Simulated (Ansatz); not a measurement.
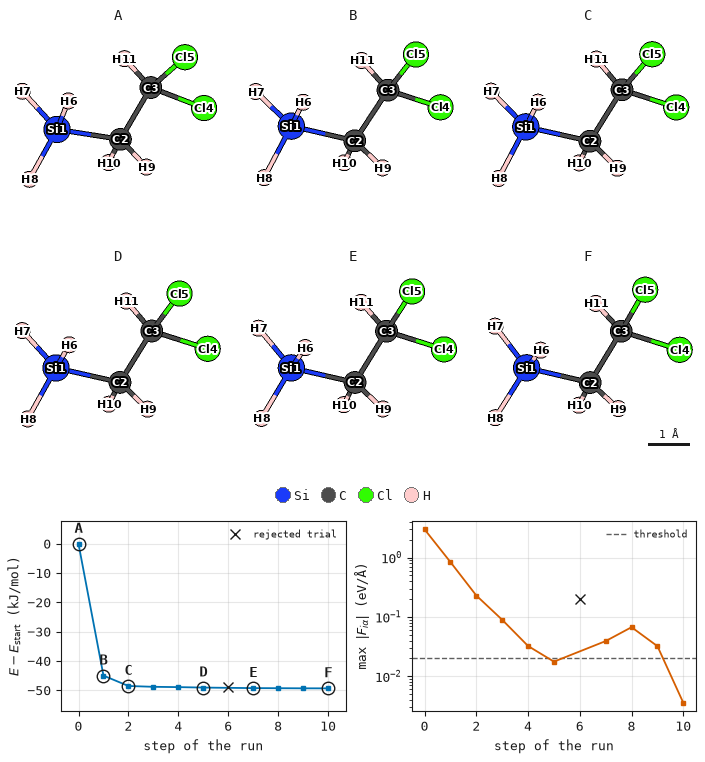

Frames of a relaxation of C2H6Cl2Si, marked on the history of the run. Style: ball-and-stick. Shown from a free direction.

The run prepares the start of a later molecular dynamics calculation, from a guessed geometry.

These are results of Ansatz 0.2.0, RKS revPBE/STO-3G, not measurements. Settings: no spin polarisation; force threshold 0.02 eV/Å; at most 40 steps.

Question: What happens along the run?

Answer: Over 9 accepted moves (10 points after the start) the energy falls by 49.3 kJ/mol. Largest force component: 3 eV/Å at the start, 0.0036 eV/Å at the end. The line search rejected the trial step at point 6 of the run. The forces were under the threshold at step 5, but the run went on from there. The atom that moves furthest after the best rigid fit is Cl5 (0.32 Å). Largest moves by element: Cl 0.32 Å, H 0.25 Å, Si 0.12 Å, C 0.08 Å. Some distances before and after: Si1–H6 1.544 → 1.456 Å, C3–Cl5 1.779 → 1.866 Å, Si1–C2 1.834 → 1.908 Å, C3–H11 1.062 → 1.119 Å. Among the angles between lasting bonds that change: Cl4–C3–H11 110.6° → 105.1°, Si1–C2–H10 104.2° → 109.4°, C2–Si1–H8 112.5° → 107.5°. From step 0 to 1: Cl5 moves most (0.15 Å), energy −44.9 kJ/mol. From step 1 to 2: Cl and H atoms move most (0.04 Å), energy −3.54 kJ/mol. From step 2 to 5: Cl5 moves most (0.08 Å), energy −0.54 kJ/mol. From step 5 to 7: Cl and H atoms move most (0.09 Å), energy −0.18 kJ/mol. From step 7 to 10: H7 moves most (0.08 Å), energy −0.08 kJ/mol.

```tsv
step	E − E(0), kJ/mol	largest force component, eV/Å	note
0	0.00	2.9712	
1	-44.95	0.8368	
2	-48.49	0.2289	
3	-48.77	0.0893	
4	-48.88	0.0323	
5	-49.03	0.0176	
6	-48.92	0.2003	rejected
7	-49.22	0.0392	
8	-49.25	0.0671	
9	-49.29	0.0321	
10	-49.30	0.0036
```

Limits of the set-up: STO-3G is a minimal basis, so the numbers are rough.
